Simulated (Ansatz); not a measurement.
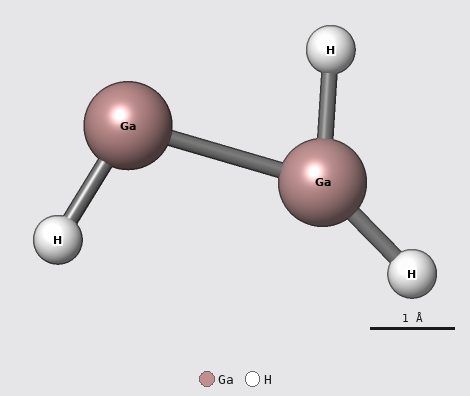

Fig. 1: The structure as given in the input (ball-and-stick view, seen on its broad side). Sticks mark near contacts.

# Single-point calculation of Ga2H3

System: Ga2H3, multiplicity 4.
Method: UKS SPW92 (LDA)/def2-TZVP (Ansatz 0.2.0).

The geometry comes from this level: r2SCAN-D4/def2-TZVP.

### What the program printed
```
Functional definition: SPW92
  name "SPW92"
  cite "Dirac, Proc. Camb. Phil. Soc. 26, 376 (1930) doi:10.1017/S0305004100016108"
  cite "Slater, Phys. Rev. 81, 385 (1951) doi:10.1103/PhysRev.81.385"
  cite "Perdew & Wang, Phys. Rev. B 45, 13244 (1992) doi:10.1103/PhysRevB.45.13244"
  exchange = slater_x
  correlation = pw_c
these checks for a lower state are left out or cut short: starts
868 factors; their error is unknown
mean field evaluation 1: about -104635.3603 eV, gradient 1.9e1 eV
mean field evaluation 2: about -104635.6327 eV, gradient 5.4e-1 eV
mean field evaluation 4: about -104635.6150 eV, gradient 1.9e-2 eV
mean field -104635.61503788 eV, -3845.2879280749 hartree, gradient 2.2e-5 eV, S^2 3.752123; 0 other end points of the search recorded, 0 dependent functions left out
reference -104635.61507261 eV, -3845.2879293513 hartree; 34, 31 occupied and 80, 83 virtual orbitals, 868 factors
Total energy: -104635.61507261 eV, -3845.2879293513 hartree
Checks for a lower state left out: starts
```

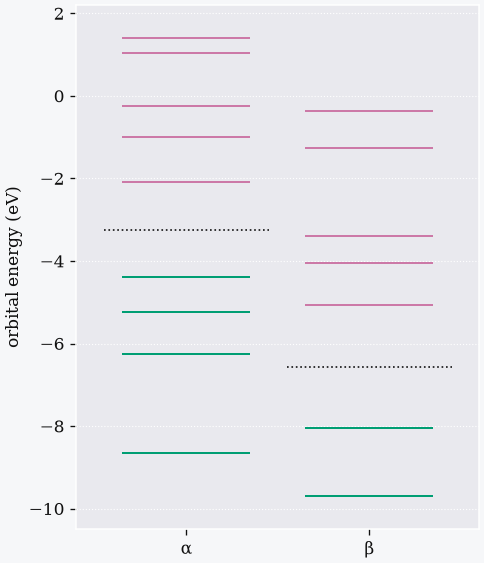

Fig. 2: Orbital energies near the frontier for α and β spins; the dotted line parts filled from empty levels, and levels within 0.02 eV of each other stand side by side. α: highest filled −4.39 eV, lowest empty −2.10 eV, 2.29 eV apart; β: highest filled −8.05 eV, lowest empty −5.06 eV, 2.99 eV apart.

The run was set up as follows.

### Input file
```yaml
crystal:
  periodic: [false, false, false]
  atoms:
    - {symbol: Ga, position_ang: [0.085975, 1.345903, -0.846850]}
    - {symbol: Ga, position_ang: [-0.244063, -0.646079, 0.546166]}
    - {symbol: H, position_ang: [1.463864, 1.089600, -1.651536]}
    - {symbol: H, position_ang: [0.216743, -2.033690, 1.047402]}
    - {symbol: H, position_ang: [-1.522509, 0.244245, 0.904818]}
basis:
  gaussian: {orbitals: def2-TZVP, initial_orbitals: start.molden}
magnetization: {spin_polarized: true, initial_magnetization: 3}
hamiltonian: {xc: lda}
scf: {omitted_lower_state_checks: [starts]}
output: {orbitals: {seedname: orbitals}}
```

Command:
```bash
ansatz run in.yaml --threads 4 --pin off --events-out ev --progress --plain --max-ram 3916MiB
```

### Results in brief

| quantity | value |
| --- | --- |
| outcome | converged |
| total energy | −104635.6151 eV |
| ⟨S²⟩ | 3.752 |
| SCF solution under orbital rotations | stable |
| HOMO (either spin) | −4.39 eV |
| LUMO (either spin) | −5.06 eV |
| hardware | 4 threads of Arm Neoverse V2, 23 GiB of memory available, shared host |
| peak memory | 0.31 GiB |
